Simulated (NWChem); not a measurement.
**A workflow on the pair CF4···SOF2**

Wanted: a single-point energy (singlet CSOF6, BLYP-D2/cc-pVDZ), then the energy (singlet CF4, BLYP-D2/cc-pVDZ), then the energy (singlet SOF2, BLYP-D2/cc-pVDZ), then the energy (singlet CF4, BLYP-D2/cc-pVDZ), then a single-point energy (singlet SOF2, BLYP-D2/cc-pVDZ) of CF6OS and its partners. 

The results are computed with NWChem 7.3.0.

## 1. The molecule

The species is CSOF6 (9 atoms), meant as a singlet with charge 0. The two molecules were placed rigidly side by side, at 0.85 times their contact distance; the pair isn't optimised.

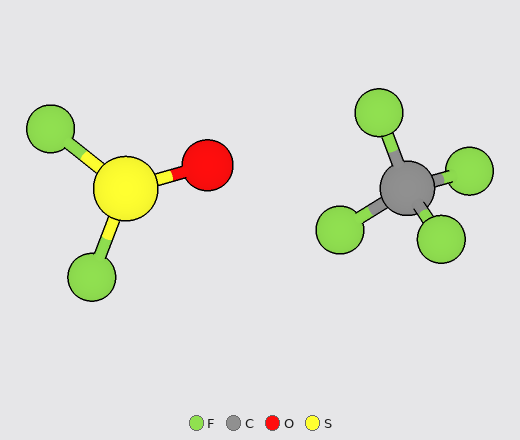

The structure, seen from a chosen angle (fluorine green, carbon grey, oxygen red, sulfur yellow).

## 2. A single-point energy at BLYP-D2/cc-pVDZ (run 1)

File cf6os.nw:

```
start cf6os
title "CF6OS BLYP"
memory stack 880 mb heap 220 mb global 1100 mb
charge 0

geometry units angstroms noautosym nocenter noautoz
  F       -0.860100       0.040040       0.997820
  C        0.000000       0.000040       0.000020
  F        1.147500      -0.486560       0.428420
  F       -0.474000      -0.771260      -0.957880
  F        0.186600       1.217740      -0.468380
  O        1.681830      -1.850440      -1.828540
  S        2.367800      -2.214440      -3.016130
  F        1.257930      -2.409470      -4.134840
  F        2.654370      -3.772680      -2.910240
end

basis spherical bse
  F library cc-pVDZ
  C library cc-pVDZ
  O library cc-pVDZ
  S library cc-pVDZ
end

dft
  xc becke88 lyp
  disp vdw 2
  grid fine
  convergence energy 1e-08
  maxiter 100
  mulliken
  noprint "final vectors analysis"
end

task dft energy
```

Command:

```console
nwchem cf6os.nw > cf6os.out
```

Output:

```text
[...]
          Wavefunction type:  closed shell.
          No. of atoms     :     9
          No. of electrons :    84
[...]
          Charge           :     0
          Spin multiplicity:     1
[...]
          AO basis - number of functions:   130
[...]
              XC Information
              --------------
                    Becke 1988 Exchange Functional  1.000
              Lee-Yang-Parr Correlation Functional  1.000
[...]
 d= 0,ls=0.0,diis     1  -1110.0825232219 -1.72D+03  2.24D-02  3.95D+00     4.4
[...]
 d= 0,ls=0.0,diis    12  -1110.4959393886 -1.99D-09  2.34D-07  4.40D-09    39.3
         Total DFT energy =    -1110.495939388623
      One electron energy =    -2761.695043901170
           Coulomb energy =     1140.225266497662
    Exchange-Corr. energy =     -102.617057070299
 Nuclear repulsion energy =      613.595218520953
    Dispersion correction =       -0.004323435769
[...]
      Total Density - Mulliken Population Analysis
     ---------------------------------------------
    Atom       Charge   Shell Charges
 -----------   ------   -------------------------------------------------------
    1 F    9     9.10   2.01  0.90  0.96  3.35  1.86  0.01
    2 C    6     5.61   2.01  0.72  0.07  1.92  0.49  0.40
    3 F    9     9.10   2.01  0.90  0.97  3.35  1.86  0.01
    4 F    9     9.10   2.01  0.90  0.97  3.35  1.86  0.01
    5 F    9     9.10   2.01  0.90  0.97  3.35  1.87  0.01
    6 O    8     8.32   2.01  0.87  0.95  2.82  1.66  0.02
    7 S   16    15.19   2.00  2.03  1.07  0.66  6.01  2.06  0.79  0.58
    8 F    9     9.24   2.01  0.90  1.02  3.33  1.98  0.01
    9 F    9     9.24   2.01  0.90  1.02  3.33  1.98  0.01
[...]
```

Run time: 40 s. Hardware: 1 thread of Intel Xeon 6975P-C (Granite Rapids), shared host; peak memory 0.12 GiB.

## 3. CF4: a single-point energy at BLYP-D2/cc-pVDZ (run 2)

File calc.nw:

```
echo
start calc
title "CF4"
memory 2200 mb
charge 0

geometry units angstroms noautosym nocenter noautoz
   F       -0.860100       0.040040       0.997820
   C        0.000000       0.000040       0.000020
   F        1.147500      -0.486560       0.428420
   F       -0.474000      -0.771260      -0.957880
   F        0.186600       1.217740      -0.468380
end

basis spherical bse
   F library cc-pVDZ
   C library cc-pVDZ
end

dft
   xc becke88 lyp
   disp vdw 2
   grid fine
   convergence energy 1e-08
   iterations 100
   mulliken
   print low
end

task dft energy
```

Command:

```console
nwchem calc.nw > calc.out
```

Output:

```text
[...]
 d= 0,ls=0.0,diis     1   -437.2320839173 -6.43D+02  2.70D-02  2.28D+00     0.9
[...]
 d= 0,ls=0.0,diis     7   -437.4616431177 -8.92D-10  9.01D-07  2.14D-08     4.5
         Total DFT energy =     -437.461643117728
      One electron energy =    -1017.865472922720
           Coulomb energy =      421.495727987903
    Exchange-Corr. energy =      -47.311203701326
 Nuclear repulsion energy =      206.220070149824
    Dispersion correction =       -0.000764631410
[...]
      Total Density - Mulliken Population Analysis
     ---------------------------------------------
    Atom       Charge   Shell Charges
 -----------   ------   -------------------------------------------------------
    1 F    9     9.10   2.01  0.90  0.97  3.35  1.86  0.01
    2 C    6     5.61   2.01  0.72  0.07  1.92  0.49  0.40
    3 F    9     9.10   2.01  0.90  0.97  3.35  1.86  0.01
    4 F    9     9.10   2.01  0.90  0.97  3.35  1.86  0.01
    5 F    9     9.10   2.01  0.90  0.97  3.35  1.86  0.01
[...]
```

Wall time 5.1 s (1 thread of Intel Xeon 6975P-C (Granite Rapids), shared host); peak memory 0.11 GiB.

## 4. SOF2: a single-point energy at BLYP-D2/cc-pVDZ (run 3)

File mymol.nw:

```
start mymol
memory total 2200 mb

geometry noautosym nocenter noautoz
O     1.681830   -1.850440   -1.828540
S     2.367800   -2.214440   -3.016130
F     1.257930   -2.409470   -4.134840
F     2.654370   -3.772680   -2.910240
end

basis "ao basis" spherical bse
* library cc-pVDZ
end

dft
xc becke88 lyp
disp vdw 2
grid fine
convergence energy 1e-08
iterations 100
mulliken
print low
end

task dft
```

Command:

```console
nwchem mymol.nw > mymol.out
```

Output:

```text
[...]
 d= 0,ls=0.0,diis     1   -672.8478347855 -8.67D+02  3.71D-02  1.68D+00     1.3
[...]
 d= 0,ls=0.0,diis    11   -673.0331149538 -3.48D-09  1.09D-07  1.57D-10     9.5
         Total DFT energy =     -673.033114953751
      One electron energy =    -1316.560747866166
           Coulomb energy =      504.901608821313
    Exchange-Corr. energy =      -55.302475310453
 Nuclear repulsion energy =      193.929301317167
    Dispersion correction =       -0.000801915612
[...]
      Total Density - Mulliken Population Analysis
     ---------------------------------------------
    Atom       Charge   Shell Charges
 -----------   ------   -------------------------------------------------------
    1 O    8     8.32   2.01  0.87  0.94  2.82  1.67  0.02
    2 S   16    15.19   2.00  2.03  1.07  0.67  6.01  2.05  0.79  0.58
    3 F    9     9.24   2.01  0.90  1.02  3.33  1.98  0.01
    4 F    9     9.24   2.01  0.90  1.02  3.33  1.98  0.01
[...]
```

Run time: 10 s. Hardware: 1 thread of Intel Xeon 6975P-C (Granite Rapids), shared host; peak memory 0.11 GiB.

## 5. CF4 among ghost functions: the energy at BLYP-D2/cc-pVDZ (with ghost functions) (run 4)

File mymol.nw:

```
echo
start mymol
memory stack 880 mb heap 220 mb global 1100 mb
geometry units angstroms noautosym nocenter noautoz
F       -0.860100       0.040040       0.997820
C        0.000000       0.000040       0.000020
F        1.147500      -0.486560       0.428420
F       -0.474000      -0.771260      -0.957880
F        0.186600       1.217740      -0.468380
bqO      1.681830    -1.850440    -1.828540
bqS      2.367800    -2.214440    -3.016130
bqF      1.257930    -2.409470    -4.134840
bqF      2.654370    -3.772680    -2.910240
end
basis "ao basis" spherical bse
F library cc-pVDZ
C library cc-pVDZ
bqO library O cc-pVDZ
bqS library S cc-pVDZ
bqF library F cc-pVDZ
end
dft
xc becke88 lyp
disp vdw 2
grid fine
convergence energy 1e-08
maxiter 100
mulliken
noprint "final vectors analysis"
end
task dft energy
```

Command:

```console
nwchem mymol.nw > mymol.out
```

Output:

```text
[...]
          Wavefunction type:  closed shell.
          No. of atoms     :     9
          No. of electrons :    42
[...]
          Charge           :     0
          Spin multiplicity:     1
[...]
          AO basis - number of functions:   130
[...]
              XC Information
              --------------
                    Becke 1988 Exchange Functional  1.000
              Lee-Yang-Parr Correlation Functional  1.000
[...]
 d= 0,ls=0.0,diis     1   -437.2338170361 -6.43D+02  1.45D-02  2.28D+00     3.3
[...]
 d= 0,ls=0.0,diis     7   -437.4637561521  7.29D-10  7.84D-07  6.06D-08    20.0
         Total DFT energy =     -437.463756152067
      One electron energy =    -1017.808210756976
           Coulomb energy =      421.431372937918
    Exchange-Corr. energy =      -47.306223851423
 Nuclear repulsion energy =      206.220070149824
    Dispersion correction =       -0.000764631410
[...]
      Total Density - Mulliken Population Analysis
     ---------------------------------------------
    Atom       Charge   Shell Charges
 -----------   ------   -------------------------------------------------------
    1 F    9     9.10   2.01  0.90  0.97  3.35  1.86  0.01
    2 C    6     5.60   2.01  0.72  0.07  1.92  0.48  0.40
    3 F    9     9.10   2.01  0.90  0.97  3.35  1.86  0.01
    4 F    9     9.10   2.01  0.90  0.97  3.35  1.86  0.01
    5 F    9     9.10   2.01  0.90  0.97  3.35  1.86  0.01
    6 X    0     0.01  -0.00 -0.00 -0.00 -0.00  0.01  0.00
    7 X    0     0.00  -0.00 -0.00 -0.00  0.00  0.00  0.00  0.00  0.00
    8 X    0    -0.00   0.00  0.00 -0.00  0.00 -0.00 -0.00
    9 X    0    -0.00   0.00  0.00 -0.00 -0.00 -0.00 -0.00
[...]
```

It took 21 s on 1 thread of Intel Xeon 6975P-C (Granite Rapids), shared host; peak memory 0.12 GiB.

## 6. SOF2 among ghost functions: the energy at BLYP-D2/cc-pVDZ (with ghost functions) (run 5)

File f2os.nw:

```
echo
start f2os
title "F2OS"
memory stack 880 mb heap 220 mb global 1100 mb
charge 0
geometry units atomic noautosym nocenter noautoz
  O    3.17819809  -3.49682481  -3.45543981
  S    4.47449352  -4.18468512  -5.69965966
  F    2.37714318  -4.55323841  -7.81371517
  F    5.01603233  -7.12933196  -5.49955656
  bqF     -1.625353     0.075665     1.885607
  bqC      0.000000     0.000076     0.000038
  bqF      2.168461    -0.919465     0.809596
  bqF     -0.895730    -1.457470    -1.810131
  bqF      0.352623     2.301195    -0.885110
end
basis "ao basis" spherical bse
  O library cc-pVDZ
  S library cc-pVDZ
  F library cc-pVDZ
  bqF library F cc-pVDZ
  bqC library C cc-pVDZ
end
dft
  xc becke88 lyp
  disp vdw 2
  grid fine
  convergence energy 1e-08
  iterations 100
  mulliken
  noprint "final vectors analysis"
end
task dft
```

Command:

```console
nwchem f2os.nw > f2os.out
```

Output:

```text
[...]
          Wavefunction type:  closed shell.
          No. of atoms     :     9
          No. of electrons :    42
[...]
          Charge           :     0
          Spin multiplicity:     1
[...]
          AO basis - number of functions:   130
[...]
              XC Information
              --------------
                    Becke 1988 Exchange Functional  1.000
              Lee-Yang-Parr Correlation Functional  1.000
[...]
 d= 0,ls=0.0,diis     1   -672.8495748952 -8.67D+02  1.71D-02  1.68D+00     3.7
[...]
 d= 0,ls=0.0,diis    11   -673.0348911835 -3.78D-09  7.16D-08  2.07D-10    32.9
         Total DFT energy =     -673.034891183458
      One electron energy =    -1316.491248004658
           Coulomb energy =      504.825783597278
    Exchange-Corr. energy =      -55.297912097553
 Nuclear repulsion energy =      193.929287237636
    Dispersion correction =       -0.000801916161
[...]
      Total Density - Mulliken Population Analysis
     ---------------------------------------------
    Atom       Charge   Shell Charges
 -----------   ------   -------------------------------------------------------
    1 O    8     8.32   2.01  0.87  0.95  2.82  1.65  0.02
    2 S   16    15.19   2.00  2.03  1.07  0.66  6.01  2.05  0.78  0.58
    3 F    9     9.24   2.01  0.90  1.02  3.33  1.98  0.01
    4 F    9     9.24   2.01  0.90  1.02  3.33  1.98  0.01
    5 X    0    -0.00  -0.00 -0.00  0.00  0.00 -0.00 -0.00
    6 X    0     0.01  -0.00 -0.00  0.00 -0.00  0.01 -0.00
    7 X    0     0.00   0.00  0.00 -0.00 -0.00  0.00  0.00
    8 X    0     0.00   0.00  0.00 -0.00 -0.00  0.00  0.00
    9 X    0    -0.00   0.00  0.00 -0.00  0.00 -0.00 -0.00
[...]
```

Run time: 34 s. Hardware: 1 thread of Intel Xeon 6975P-C (Granite Rapids), shared host; peak memory 0.12 GiB.

## 7. What came out

| quantity | value |
| --- | --- |
| run 1, BLYP-D2/cc-pVDZ: total energy | -1110.49594 Eh |
| run 1, BLYP-D2/cc-pVDZ: dipole moment | 1.57 D |
| run 1, BLYP-D2/cc-pVDZ: dispersion energy | -11.35 kJ/mol |
| CF4: total energy | -437.46164 Eh |
| CF4: dispersion energy | -2.01 kJ/mol |
| SOF2: total energy | -673.03311 Eh |
| SOF2: dispersion energy | -2.11 kJ/mol |
| CF4 among ghost functions: total energy | -437.46376 Eh |
| CF4 among ghost functions: dipole moment | 0.10 D |
| CF4 among ghost functions: dispersion energy | -2.01 kJ/mol |
| SOF2 among ghost functions: total energy | -673.03489 Eh |
| SOF2 among ghost functions: dipole moment | 1.63 D |
| SOF2 among ghost functions: dispersion energy | -2.11 kJ/mol |
| interaction energy of the rigid parts CF4 and SOF2 (parts in their own basis; closest atoms 2.56 Å apart) | -0.032 eV |
| interaction energy of the rigid parts CF4 and SOF2 (parts in the whole basis, counterpoise; closest atoms 2.56 Å apart) | 0.074 eV |

What this shows: The interaction energy of the rigid parts CF4 and SOF2 (parts in their own basis; closest atoms 2.56 Å apart) is −0.03 eV (−0.7 kcal/mol). Without counterpoise this holds the superposition error of the basis. The interaction energy of the rigid parts CF4 and SOF2 (parts in the whole basis, counterpoise; closest atoms 2.56 Å apart) is 0.07 eV (1.7 kcal/mol): the parts repel at this shape. The basis-set superposition error is 10.2 kJ/mol. It is larger than the uncorrected attraction, which is thus an artefact of the basis. Mulliken charges (run 1, BLYP-D2/cc-pVDZ) run from -0.32 on O6 to +0.81 on S7; they depend strongly on the basis.
